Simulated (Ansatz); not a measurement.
## Electronic structure of CHAlB (SMILES B=[C][Al]) (doublet) in real space

The calculation's input:

```
crystal:
  periodic: [false, false, false]
  atoms:
    - {symbol: C, position_ang: [-1.029117, 0.502328, 3.236341]}
    - {symbol: Al, position_ang: [-1.560697, 2.218578, 3.453843]}
    - {symbol: B, position_ang: [0.232398, 0.549954, 2.687611]}
    - {symbol: H, position_ang: [1.304044, 0.440319, 2.222643]}
basis:
  gaussian:
    orbitals: def2-TZVPD
output: {forces: true, orbitals: {seedname: orbitals}}
magnetization:
  spin_polarized: true
  initial_magnetization: 1
hamiltonian:
  xc: {name: PBE0}
```

Command:

```sh
ansatz run input.yaml --threads 2 --pin off --max-ram 4350MiB --events-out events.jsonl --progress --plain --runs-dir runs
```

Geometry: B3LYP-D4/def2-TZVP.

The calculation used isolated molecule in a Gaussian basis; Kohn-Sham density functional theory, functional PBE0 in Ansatz 0.2.0.

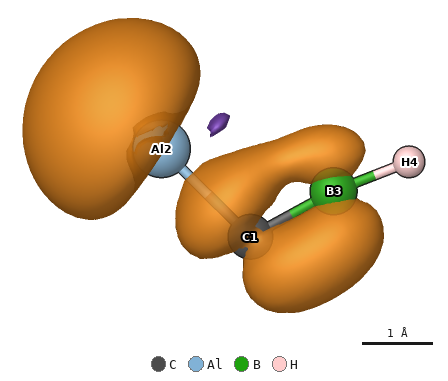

Figure 1. Isosurfaces of the spin density at +0.015 (orange) and −0.015 e/Å³ (purple), seen across its widest extent.

Q: Where is the unpaired spin?

A: The unpaired spin (1 electron) lies mostly on Al2 (about 0.7), C1 (about 0.2) and B3 (about 0.1), in electrons by Hirshfeld's partition.

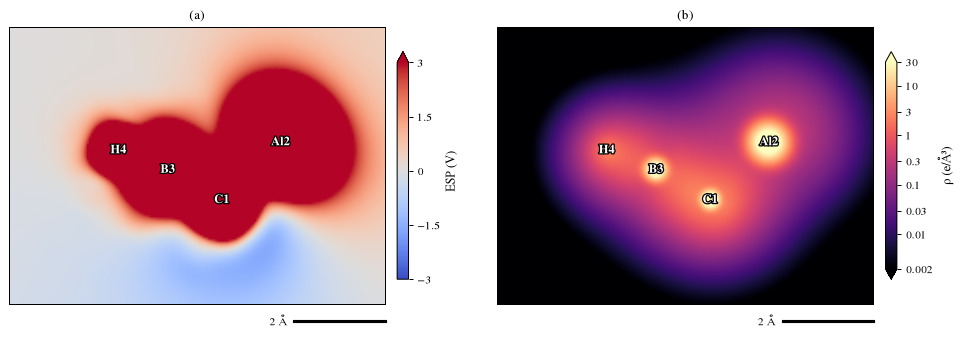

Figure 2. (a) electrostatic potential; (b) total electron density on the molecular plane.

Q: What does the map show?

A: The plane passes through C, Al, B and H nuclei.
C–B (1.38 Å): ρ is about 1.8 e/Å³ halfway.
C–Al (1.81 Å): the density is about 0.71 e/Å³ at the midpoint.
B–H (1.17 Å): the density is about 1.3 e/Å³ at the midpoint.
Outside the dense part of the molecule the potential is most negative (−1.6 V) near C1.

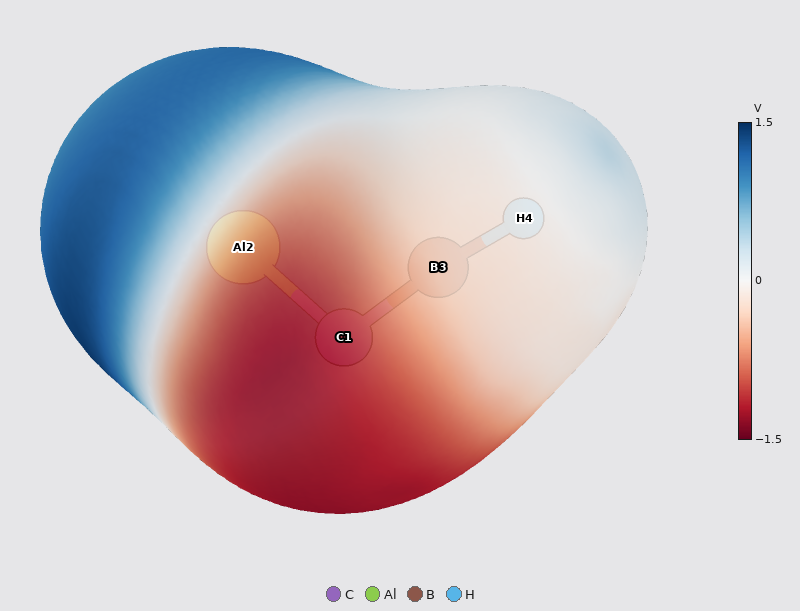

Figure 3. The electrostatic potential painted on the density surface at 0.001 e/bohr³, seen at a tilt; red is negative and blue positive.

Q: Which sites attract a positive test charge, and which a negative one?

A: A positive charge is drawn to the negative regions and a negative charge to the positive ones. The most negative region (about −1.3 V, or −30 kcal/mol for a unit charge) lies over C1, the most positive (about +1.4 V, or +32 kcal/mol for a unit charge) over Al2.

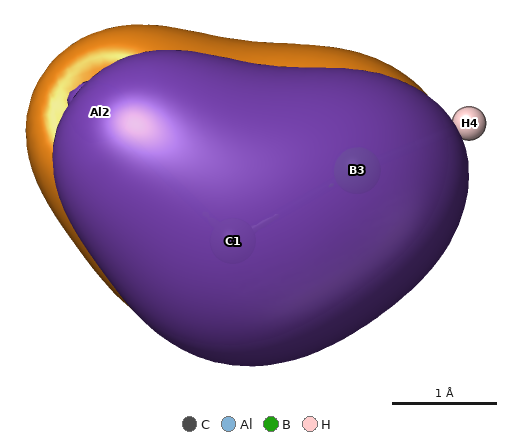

Figure 4. The HOMO (α) at ±0.08 Å⁻³ᐟ² (orange and purple are the two phases), seen across its widest extent.

Q: Where does this orbital lie, and at what energy?

A: Its weight (Hirshfeld) is mainly on C1 (about 50 %), B3 (about 30 %) and Al2 (about 20 %); it changes sign across the molecular plane (π type); π-bonding across C1–Al2 and C1–B3. Its energy is −6.85 eV.
